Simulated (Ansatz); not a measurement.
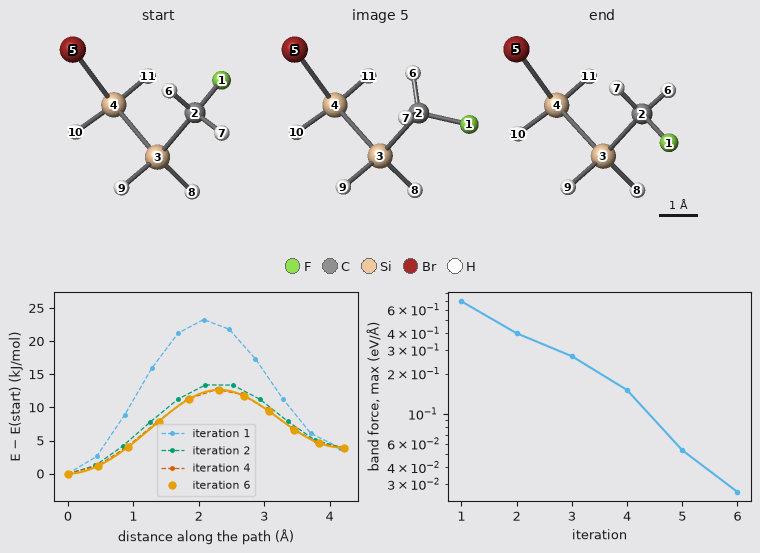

NEB run on CH$_{6}$BrFSi$_{2}$. Images are numbered from 0 (start) to 10 (end). The plot follows the band through its iterations. The picture is a ball-and-stick view, seen from a free direction.

The calculation used RKS PBE-D4/def2-SVP in Ansatz 0.2.0.

The input:
```yaml
crystal:
  periodic: [false, false, false]
  atoms:
    - { symbol: F, position_ang: [-1.839429, 1.075878, -0.015991] }
    - { symbol: C, position_ang: [-0.690325, 1.301723, -0.778884] }
    - { symbol: Si, position_ang: [0.247357, -0.364471, -0.919134] }
    - { symbol: Si, position_ang: [0.452161, -1.135823, 1.289569] }
    - { symbol: Br, position_ang: [1.391303, 0.569506, 2.435299] }
    - { symbol: H, position_ang: [-0.054913, 2.060971, -0.269292] }
    - { symbol: H, position_ang: [-0.981749, 1.709461, -1.772972] }
    - { symbol: H, position_ang: [-0.538367, -1.33639, -1.759055] }
    - { symbol: H, position_ang: [1.607589, -0.156336, -1.531735] }
    - { symbol: H, position_ang: [1.348773, -2.335616, 1.426225] }
    - { symbol: H, position_ang: [-0.877001, -1.445902, 1.91647] }
basis:
  gaussian: { orbitals: def2-SVP }
hamiltonian:
  xc: pbe
  dispersion: d4
neb:
  order_check: false
  images: 9
  f_tol: 0.05
  max_iterations: 60
  initial_path: linear
  final_atoms:
    - { symbol: F, position_ang: [-1.06605516, 1.76358712, -2.02423343] }
    - { symbol: C, position_ang: [-0.78925033, 1.29143843, -0.74427698] }
    - { symbol: Si, position_ang: [0.09677537, -0.40563102, -0.85090399] }
    - { symbol: Si, position_ang: [0.5965556, -1.12202574, 1.33429522] }
    - { symbol: Br, position_ang: [1.66412724, 0.60224851, 2.33193458] }
    - { symbol: H, position_ang: [-1.73902994, 1.19997484, -0.16816457] }
    - { symbol: H, position_ang: [-0.14435174, 2.02219352, -0.20488821] }
    - { symbol: H, position_ang: [-0.790449, -1.40546165, -1.54356118] }
    - { symbol: H, position_ang: [1.37701398, -0.26057355, -1.62564627] }
    - { symbol: H, position_ang: [1.50019085, -2.32334899, 1.37661927] }
    - { symbol: H, position_ang: [-0.64012788, -1.41940046, 2.13932557] }
```

Launched with:
```bash
ansatz run input.yaml --threads 2 --pin off --max-ram 3072MiB --backend cpu --events-out ev --progress --plain --runs-dir out
```

How did the profile develop, and is the result final?

Answer. The run is converged, with reservations. The band converged in 6 iterations. The largest component of the band force went from 0.69 to 0.026 eV/Å. The climbing image converged on the top of the path. Its curvatures weren't checked. The straight starting path can push atoms close together and costs iterations. The first iteration put the highest image at 23.3 kJ/mol. The energy climbs by 12.7 kJ/mol to image 5 and then falls by 8.7 kJ/mol, so the end point sits at +3.9 kJ/mol.

Cost: 2.8 min on 2 threads of Arm Neoverse V1, with other jobs on the host, peak memory 0.18 GiB.
